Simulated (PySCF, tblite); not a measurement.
# C4H11ClOSi3: geometry, infrared bands and NMR shifts

Aim: predict the infrared bands and NMR shifts of C4H11ClOSi3 (`C=C(Cl)[Si@@H]1C[Si@H](C)[SiH2]O1`).

Programs: tblite 0.8.0 and PySCF 2.14.0, with density-fitted response routines of our own. Each step states its level of theory. These are calculated values for one molecule in the gas phase, unless marked as measured. Atoms count from 0, in the outputs and in this text.

## Step 1: The molecule as given

20 atoms, charge 0, multiplicity 1; geometry from: force field or distance geometry start.

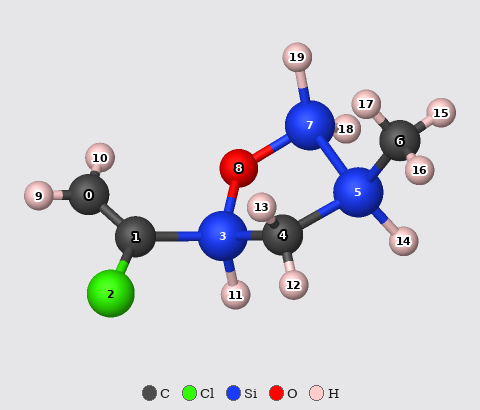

The starting geometry (carbon dark grey, chlorine green, silicon blue, oxygen red, hydrogen pink), atoms numbered.

## Step 2: Relaxing the molecule with GFN2-xTB

What the job is given:

```
{"job": {"kind": "relax", "xc": "GFN2-xTB", "basis": "xTB"}, "charge": 0, "multiplicity": 1}
C      3.526900     0.379200     0.898000
C      2.754300     0.699700    -0.173800
Cl     3.223300     2.105800    -1.091500
Si     1.257600    -0.302500    -0.680600
C     -0.241700     0.825400    -0.954000
Si    -1.729700    -0.277400    -0.582100
C     -3.107000     0.635300     0.227600
Si    -0.759600    -1.810300     0.937000
O      0.831300    -1.456800     0.507700
H      4.379200     0.977800     1.177800
H      3.302400    -0.480900     1.525300
H      1.541400    -1.051500    -1.924200
H     -0.268300     1.209400    -1.976000
H     -0.203500     1.669800    -0.267500
H     -2.172600    -0.962800    -1.816000
H     -3.925600    -0.042900     0.519400
H     -3.522100     1.395700    -0.434300
H     -2.777100     1.136000     1.141700
H     -1.103600    -3.220000     0.614800
H     -1.010800    -1.418400     2.347400
```

On the command line:

```
OMP_NUM_THREADS=1 python probes_run.py task.json out
```

The driver reads the jobs from task.json and runs them one after another.

The log of the run:

```text
step      E/eV     max force
  0    -762.12954    2.525
  1    -762.27113    1.837
  2    -762.33745    0.545
  3    -762.37632    0.488
  4    -762.41740    0.608
  5    -762.44260    0.546
  6    -762.46719    0.360
  7    -762.48937    0.333
  8    -762.50897    0.294
  9    -762.52318    0.297
 10    -762.53425    0.248
 11    -762.54176    0.211
 12    -762.54682    0.154
 13    -762.55035    0.133
 14    -762.55313    0.117
 15    -762.55564    0.120
 16    -762.55784    0.096
 17    -762.55974    0.118
 18    -762.56163    0.116
 19    -762.56358    0.107
 20    -762.56546    0.105
 21    -762.56711    0.098
 22    -762.56854    0.100
 23    -762.56996    0.088
 24    -762.57141    0.093
 25    -762.57256    0.073
 26    -762.57332    0.074
 27    -762.57401    0.070
 28    -762.57490    0.113
 29    -762.57595    0.116
 30    -762.57686    0.084
 31    -762.57749    0.068
 32    -762.57805    0.057
 33    -762.57874    0.087
 34    -762.57955    0.090
 35    -762.58028    0.072
 36    -762.58089    0.057
 37    -762.58155    0.066
 38    -762.58235    0.080
 39    -762.58314    0.073
 40    -762.58367    0.044
 41    -762.58395    0.036
 42    -762.58418    0.038
 43    -762.58446    0.050
 44    -762.58476    0.053
 45    -762.58506    0.036
 46    -762.58534    0.042
 47    -762.58560    0.041
 48    -762.58581    0.038
 49    -762.58595    0.029
 50    -762.58608    0.027
 51    -762.58623    0.035
 52    -762.58637    0.035
 53    -762.58647    0.026
 54    -762.58656    0.022
 55    -762.58668    0.028
 56    -762.58687    0.050
 57    -762.58717    0.069
 58    -762.58756    0.066
 59    -762.58794    0.047
 60    -762.58831    0.050
 61    -762.58872    0.053
 62    -762.58918    0.061
 63    -762.58960    0.050
 64    -762.58995    0.049
 65    -762.59031    0.054
 66    -762.59083    0.074
 67    -762.59157    0.077
 68    -762.59234    0.062
 69    -762.59282    0.039
 70    -762.59319    0.037
 71    -762.59365    0.067
 72    -762.59413    0.075
 73    -762.59463    0.054
 74    -762.59500    0.029
 75    -762.59521    0.040
 76    -762.59543    0.046
 77    -762.59570    0.037
 78    -762.59593    0.028
 79    -762.59612    0.031
 80    -762.59633    0.044
 81    -762.59664    0.050
 82    -762.59700    0.060
 83    -762.59732    0.048
 84    -762.59757    0.039
 85    -762.59781    0.038
 86    -762.59818    0.054
 87    -762.59848    0.043
 88    -762.59872    0.030
 89    -762.59885    0.030
 90    -762.59895    0.030
 91    -762.59907    0.027
 92    -762.59922    0.022
 93    -762.59936    0.022
 94    -762.59946    0.022
 95    -762.59954    0.024
 96    -762.59964    0.028
 97    -762.59976    0.027
 98    -762.59985    0.020
 99    -762.59992    0.019
100    -762.59997    0.020
101    -762.60005    0.023
102    -762.60016    0.028
103    -762.60031    0.044
104    -762.60043    0.024
105    -762.60055    0.035
106    -762.60066    0.027
107    -762.60095    0.050
108    -762.60122    0.074
109    -762.60165    0.070
110    -762.60184    0.052
111    -762.60196    0.024
112    -762.60207    0.024
113    -762.60220    0.031
114    -762.60231    0.026
115    -762.60238    0.023
116    -762.60244    0.017
117    -762.60249    0.016
118    -762.60254    0.018
119    -762.60261    0.020
120    -762.60270    0.028
121    -762.60280    0.024
122    -762.60292    0.021
123    -762.60306    0.035
124    -762.60319    0.027
125    -762.60334    0.041
126    -762.60345    0.036
127    -762.60353    0.019
128    -762.60357    0.019
129    -762.60363    0.022
130    -762.60367    0.026
131    -762.60372    0.021
132    -762.60377    0.018
133    -762.60382    0.016
134    -762.60386    0.016
135    -762.60388    0.015
136    -762.60390    0.010
137    -762.60392    0.009
```

It took 2.9 s on 1 thread of Intel Xeon at 2.70GHz, shared host.

Along the way: (not every step is listed)

| step | energy from step 0 (eV) | largest force (eV/Å) |
| --- | --- | --- |
| 0 | 0.0000 | 2.5253 |
| 1 | -0.1416 | 1.8371 |
| 2 | -0.2079 | 0.5455 |
| 3 | -0.2468 | 0.4880 |
| 4 | -0.2879 | 0.6080 |
| 5 | -0.3131 | 0.5457 |
| 6 | -0.3376 | 0.3600 |
| 7 | -0.3598 | 0.3334 |
| 8 | -0.3794 | 0.2939 |
| 20 | -0.4359 | 0.1050 |
| 32 | -0.4485 | 0.0572 |
| 44 | -0.4552 | 0.0533 |
| 56 | -0.4573 | 0.0500 |
| 68 | -0.4628 | 0.0623 |
| 80 | -0.4668 | 0.0437 |
| 92 | -0.4697 | 0.0224 |
| 104 | -0.4709 | 0.0241 |
| 116 | -0.4729 | 0.0175 |
| 128 | -0.4740 | 0.0190 |
| 132 | -0.4742 | 0.0176 |
| 133 | -0.4743 | 0.0158 |
| 134 | -0.4743 | 0.0156 |
| 135 | -0.4743 | 0.0153 |
| 136 | -0.4744 | 0.0103 |
| 137 | -0.4744 | 0.0093 |

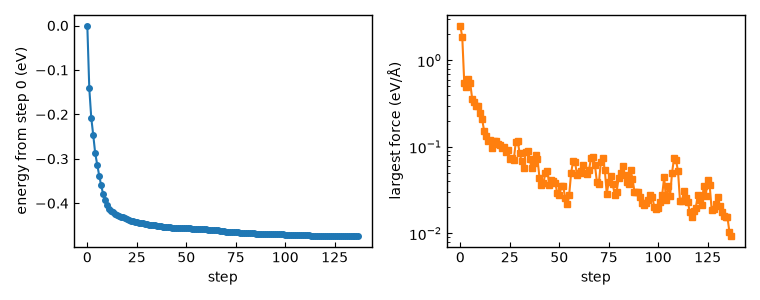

Energy and force, step by step.

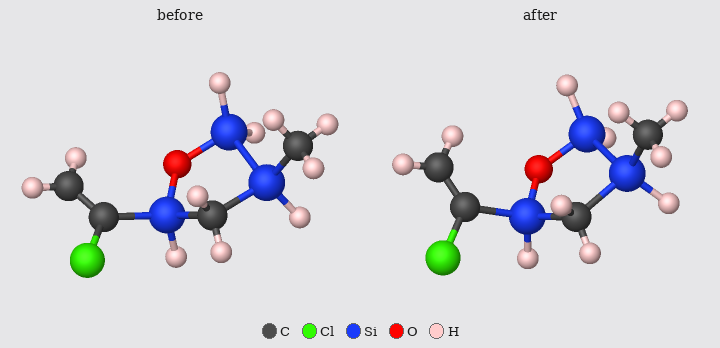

Before and after, at one scale.

Close pairs (by a distance rule), those that changed most:

```
   bond  before (Å)  after (Å)  change (Å)
 Si3–O8       1.711      1.628      -0.083
 Si5–C6       1.840      1.905      +0.065
Si5–Si7       2.366      2.319      -0.048
  C0–C1       1.360      1.321      -0.038
 C4–Si5       1.889      1.926      +0.037
 Si7–O8       1.685      1.650      -0.035
Si7–H18       1.486      1.464      -0.022
Si7–H19       1.485      1.467      -0.018
```

The end geometry stands in the next job.

## Step 3: Harmonic vibrations with GFN2-xTB

What the job is given:

```
{"job": {"kind": "ir", "xc": "GFN2-xTB", "basis": "xTB"}, "charge": 0, "multiplicity": 1}
C      3.072627     0.597715     1.179207
C      2.669402     0.648109    -0.078016
Cl     3.430003     1.752553    -1.179063
Si     1.302568    -0.378215    -0.882187
C     -0.274029     0.646859    -1.196342
Si    -1.781121    -0.332943    -0.504853
C     -2.946297     0.826872     0.457358
Si    -0.635801    -1.924670     0.732175
O      0.871176    -1.517193     0.197966
H      3.864398     1.212468     1.576275
H      2.598296    -0.097143     1.849929
H      1.808441    -1.079726    -2.059750
H     -0.388579     0.857162    -2.257392
H     -0.194215     1.617891    -0.707099
H     -2.532467    -0.869895    -1.661827
H     -3.808407     0.283998     0.832349
H     -3.315687     1.625656    -0.178671
H     -2.450203     1.284926     1.308545
H     -0.764465    -3.339621     0.378055
H     -0.530790    -1.804124     2.190305
```

The log of the run:

```text
mode    cm-1     km/mol
  1      22.2      0.17
  2      27.2      1.00
  3      58.4      0.20
  4      95.0      1.33
  5     130.4      0.30
  6     135.1      2.06
  7     161.7      2.92
  8     181.1      5.84
  9     188.3      0.45
 10     262.8      5.07
 11     313.1      3.15
 12     345.8      8.71
 13     370.2      2.42
 14     380.5     39.84
 15     436.2      7.58
 16     551.2      9.84
 17     561.0     87.21
 18     591.8     48.03
 19     605.1     27.17
 20     608.1     65.87
 21     626.9     24.70
 22     652.3    116.63
 23     680.3    151.94
 24     690.1    184.24
 25     693.7     28.67
 26     724.3    111.91
 27     757.5     70.08
 28     777.0    384.64
 29     791.8    218.26
 30     800.9    120.81
 31     814.8     79.60
 32     825.0     67.37
 33     894.0     37.46
 34     960.9    473.33
 35     982.4      2.96
 36    1080.0     21.75
 37    1108.2    140.49
 38    1367.4      8.79
 39    1374.7     11.94
 40    1454.8      2.94
 41    1484.2      0.23
 42    1490.2      0.54
 43    1658.4     28.57
 44    2100.8    301.38
 45    2191.3    424.58
 46    2223.0    237.46
 47    2281.6    305.07
 48    2977.6     18.98
 49    3005.4      8.64
 50    3032.1     25.57
 51    3039.8     23.68
 52    3043.9     18.49
 53    3087.9     11.67
 54    3129.2     19.26
```

Wall time 2.2 s (1 thread of Intel Xeon at 2.70GHz, shared host).

The strongest bands and the atoms that carry them (share of the mass-weighted mode):

```
cm⁻¹  km/mol                                 atoms
 690   184.2  H11 16 %, H10 16 %, C4 12 %, H9 11 %
 777   384.6           C4 24 %, Si3 17 %, H19 10 %
 792   218.3                    H19 26 %, H18 24 %
 961   473.3                     O8 72 %, Si3 15 %
2101   301.4                              H14 96 %
2191   424.6                    H19 83 %, H18 13 %
2223   237.5                    H18 84 %, H19 14 %
2282   305.1                              H11 97 %
```

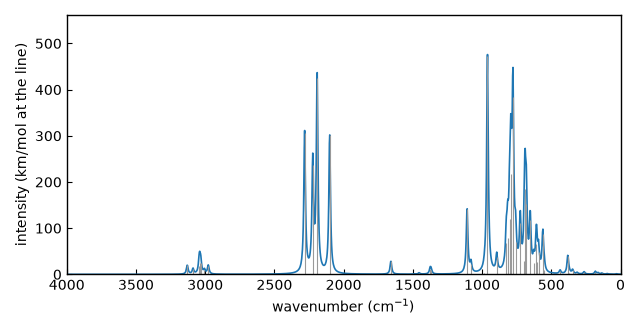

The infrared spectrum from these modes, unscaled. Lines are broadened to a width of 14 cm⁻¹ (Lorentzian).

## Step 4: Shielding tensors: PBE0/pcSseg-1

The job, as its differences from that of step 3:

```diff
@@ -1,2 +1,2 @@
-{"job": {"kind": "ir", "xc": "GFN2-xTB", "basis": "xTB"}, "charge": 0, "multiplicity": 1}
+{"job": {"kind": "nmr", "xc": "PBE0", "basis": "pcSseg-1"}, "charge": 0, "multiplicity": 1}
 C      3.072627     0.597715     1.179207
```

With the program's defaults for keys left out, this is: GIAO PBE0/pcSseg-1 NMR shielding, non-relativistic, gas phase.

The log of the run:

```text
coarse grid: 18752 points
cycle   1  E = -1561.9466617402  dE =  9.698e-01  |g| = 8.862e-01  |ddm| = 4.218e+00
cycle   2  E = -1561.6918671065  dE =  2.548e-01  |g| = 1.433e+00  |ddm| = 1.984e+00
cycle   3  E = -1562.0951516455  dE = -4.033e-01  |g| = 1.746e-01  |ddm| = 1.477e+00
cycle   4  E = -1562.1012022453  dE = -6.051e-03  |g| = 5.573e-02  |ddm| = 2.015e-01
cycle   5  E = -1562.1019503386  dE = -7.481e-04  |g| = 1.379e-02  |ddm| = 6.158e-02
cycle   6  E = -1562.1019994492  dE = -4.911e-05  |g| = 3.456e-03  |ddm| = 1.898e-02
cycle   7  E = -1562.1020019106  dE = -2.461e-06  |g| = 1.582e-03  |ddm| = 4.585e-03
final grid: 162656 points
cycle   8  E = -1562.1633104051  dE = -2.767e-05  |g| = 1.092e-02  |ddm| = 2.357e-02
cycle   9  E = -1562.1632832680  dE =  2.714e-05  |g| = 1.576e-02  |ddm| = 2.077e-02
cycle  10  E = -1562.1633352199  dE = -5.195e-05  |g| = 1.675e-03  |ddm| = 1.320e-02
cycle  11  E = -1562.1633357306  dE = -5.107e-07  |g| = 3.789e-04  |ddm| = 1.627e-03
cycle  12  E = -1562.1633357623  dE = -3.166e-08  |g| = 7.495e-05  |ddm| = 4.322e-04
cycle  13  E = -1562.1633357635  dE = -1.226e-09  |g| = 2.611e-05  |ddm| = 1.060e-04
cycle  14  E = -1562.1633357636  dE = -1.346e-10  |g| = 1.021e-05  |ddm| = 2.953e-05
converged SCF energy = -1562.1633357636

GIAO shielding tensors (ppm)
atom      isotropic    diamagn.    paramagn.     s11        s22        s33       span
  0 C       53.068     252.590    -199.522    -67.261     70.912    155.553    222.814
  1 C       33.526     262.626    -229.100    -80.390     54.162    126.806    207.195
  2 Cl     728.345    1145.266    -416.921    486.278    734.034    964.722    478.445
  3 Si     358.670     881.923    -523.254    295.783    374.117    406.108    110.324
  4 C      188.515     262.843     -74.328    174.388    191.520    199.636     25.248
  5 Si     388.265     882.394    -494.129    337.231    400.335    427.229     89.998
  6 C      191.420     252.350     -60.931    185.887    190.444    197.928     12.041
  7 Si     365.443     880.845    -515.402    304.158    341.807    450.365    146.208
  8 O      284.657     403.312    -118.655    181.812    326.189    345.972    164.160
  9 H       25.352      29.175      -3.823     21.899     23.996     30.160      8.262
 10 H       25.554      33.200      -7.646     22.608     23.498     30.556      7.948
 11 H       26.693      29.299      -2.606     22.854     24.944     32.281      9.427
 12 H       31.046      32.018      -0.972     25.243     28.922     38.972     13.729
 13 H       31.669      35.552      -3.883     25.794     31.031     38.183     12.389
 14 H       27.089      29.966      -2.876     23.575     24.979     32.713      9.138
 15 H       31.594      28.552       3.042     26.622     28.225     39.936     13.314
 16 H       31.089      29.450       1.639     26.170     28.640     38.457     12.287
 17 H       31.526      32.545      -1.018     26.718     29.887     37.975     11.258
 18 H       26.254      29.057      -2.803     22.437     24.436     31.891      9.454
 19 H       26.304      30.476      -4.173     22.483     24.795     31.632      9.149
```

It took 1.7 min on 1 thread of Intel Xeon at 2.70GHz, shared host; peak memory 1.1 GiB.

Shifts follow as δ = σ(reference) − σ, with reference shieldings (ppm) from runs at the same level and on the same kind of geometry: 1H TMS 31.72, 13C TMS 186.9, 29Si TMS 349.2, 17O H2O 336.1, 35Cl HCl 950. The references are single molecules in the gas phase, so shifts against H2O, NH3, PH3, H3PO4 or CFCl3 are not on the usual liquid scales and can be off by tens of ppm. Atoms listed in one row are averaged.

| atoms | environment | σ (ppm) | δ (ppm) | δ scaled to CDCl3 |
| --- | --- | --- | --- | --- |
| C1 | fully substituted alkene carbon | 33.5 | 153.4 | 147.8 |
| C0 | terminal =CH2 carbon | 53.1 | 133.9 | 128.7 |
| C4 | sp3 CH2 bonded to 2 Si | 188.5 | -1.6 | -3.5 |
| C6 | methyl carbon bonded to Si | 191.4 | -4.5 | -6.3 |
| H9 | hydrogen on a terminal =CH2 carbon | 25.35 | 6.37 | 6.11 |
| H10 | hydrogen on a terminal =CH2 carbon | 25.55 | 6.16 | 5.92 |
| H18 | hydrogen on a silicon bonded to O, Si, in a 5-membered ring | 26.25 | 5.46 | – |
| H19 | hydrogen on a silicon bonded to O, Si, in a 5-membered ring | 26.30 | 5.41 | – |
| H11 | hydrogen on a silicon bonded to 2 C, O, in a 5-membered ring | 26.69 | 5.02 | – |
| H14 | hydrogen on a silicon bonded to 2 C, Si, in a 5-membered ring | 27.09 | 4.63 | – |
| H12 | hydrogen on an sp3 CH2 bonded to 2 Si | 31.05 | 0.67 | 0.74 |
| H15, H16, H17 | hydrogen on a methyl carbon bonded to Si | 31.40 | 0.31 | 0.40 |
| H13 | hydrogen on an sp3 CH2 bonded to 2 Si | 31.67 | 0.05 | 0.15 |
| Cl2 | chlorine bonded to C | 728 | 221 | – |
| Si3 | silicon bonded to 2 C, O, H, in a 5-membered ring | 358.7 | -9.5 | – |
| Si7 | silicon bonded to O, Si, 2 H, in a 5-membered ring | 365.4 | -16.3 | – |
| Si5 | silicon bonded to 2 C, Si, H, in a 5-membered ring | 388.3 | -39.1 | – |
| O8 | oxygen bonded to 2 Si, in a 5-membered ring | 284.7 | 51.4 | – |

The scaled column applies a straight-line fit of computed shieldings to shifts measured in CDCl3, with any fitted terms for Cl, Br or S neighbours (root-mean-square error 0.16 ppm for H, 1.9 ppm for C).

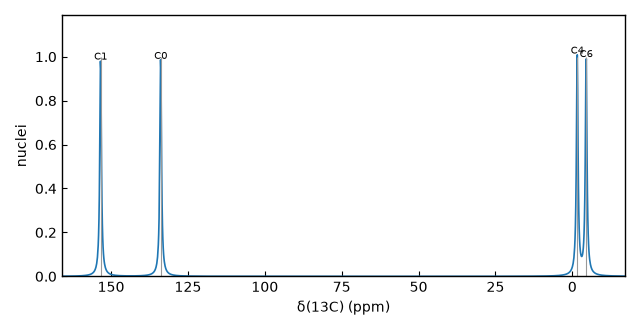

13C lines at the computed shifts, without couplings. Lines are broadened to a width of 0.63 ppm (Lorentzian).

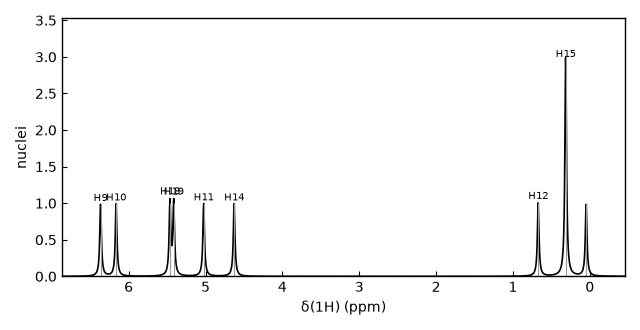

1H lines at the computed shifts, without couplings. Lines are broadened to a width of 0.03 ppm (Lorentzian).

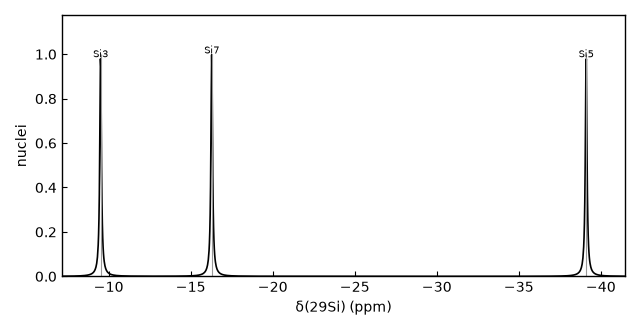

29Si lines at the computed shifts, without couplings. Lines are broadened to a width of 0.12 ppm (Lorentzian).

The run also stored atomic charges by several schemes (e):

| atoms | Mulliken | IAO | Hirshfeld | ESP fit |
| --- | --- | --- | --- | --- |
| C0 | -0.07 | -0.30 | -0.10 | -0.30 |
| C1 | -0.51 | -0.29 | -0.08 | -0.10 |
| Cl2 | -0.10 | -0.05 | -0.04 | -0.10 |
| Si3 | 1.16 | 1.13 | 0.40 | 0.47 |
| C4 | -0.89 | -0.84 | -0.25 | -0.47 |
| Si5 | 0.42 | 0.59 | 0.28 | 0.58 |
| C6 | -0.60 | -0.70 | -0.21 | -0.66 |
| Si7 | 0.60 | 0.70 | 0.31 | 0.27 |
| O8 | -0.76 | -0.89 | -0.31 | -0.37 |

IAO charges:

C0 -0.30; C1 -0.29; Cl2 -0.05; Si3 1.13; C4 -0.84; Si5 0.59; C6 -0.70; Si7 0.70; O8 -0.89; H9 0.16; H10 0.17; H11 -0.14; H12 0.17; H13 0.17; H14 -0.11; H15 0.16; H16 0.16; H17 0.15; H18 -0.12; H19 -0.13

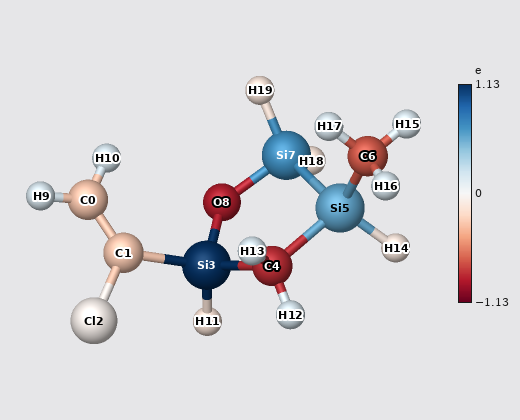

IAO charges, as colours on the atoms.

Mayer bond orders: C0–C1 1.95, C1–Cl2 1.01, C1–Si3 0.75, Si3–C4 0.89, C4–Si5 0.88, Si5–C6 0.97, Si5–Si7 0.94, Si7–O8 0.87, O8–Si3 0.95.

Ring of atoms Si3, C4, Si5, Si7, O8: NICS(0) -4.1, NICS(1) -2.6, NICS(1)zz -0.7 ppm (means of both faces).

## Step 5: Outcome

```
                                                              quantity                                                     value
                             strongest single infrared mode (GFN2-xTB)                                      961 cm⁻¹, 473 km/mol
                                          zero-point energy (GFN2-xTB)                                             84.1 kcal/mol
                                13C shifts against TMS (PBE0/pcSseg-1)                              153.4, 133.9, -1.6, -4.5 ppm
1H shifts against TMS (PBE0/pcSseg-1, means over atoms taken as alike)  6.37, 6.16, 5.46, 5.41, 5.02, 4.63, 0.67, 0.31, 0.05 ppm
                               35Cl shifts against HCl (PBE0/pcSseg-1)                                                   221 ppm
                               29Si shifts against TMS (PBE0/pcSseg-1)                                    -9.5, -16.3, -39.1 ppm
                                17O shifts against H2O (PBE0/pcSseg-1)                                                  51.4 ppm
```

In words: The optimisation took 137 steps and gained 0.474 eV; among the close pairs (by a distance rule), Si3–O8 changed most, from 1.711 to 1.628 Å. No mode is imaginary among the 54: a minimum at this level. The strongest single mode, at 961 cm⁻¹, moves mainly O8. GFN2-xTB is a fitted tight-binding method: band positions and strengths are rough. Its intensities can rank the bands wrongly. C1 (fully substituted alkene carbon) lies farthest downfield among carbon, at 153.4 ppm; an sp2 carbon of a C=C bond. At PBE0/pcSseg-1: The widest tensor belongs to Cl2: span 478 ppm, with a paramagnetic part of -417 ppm.
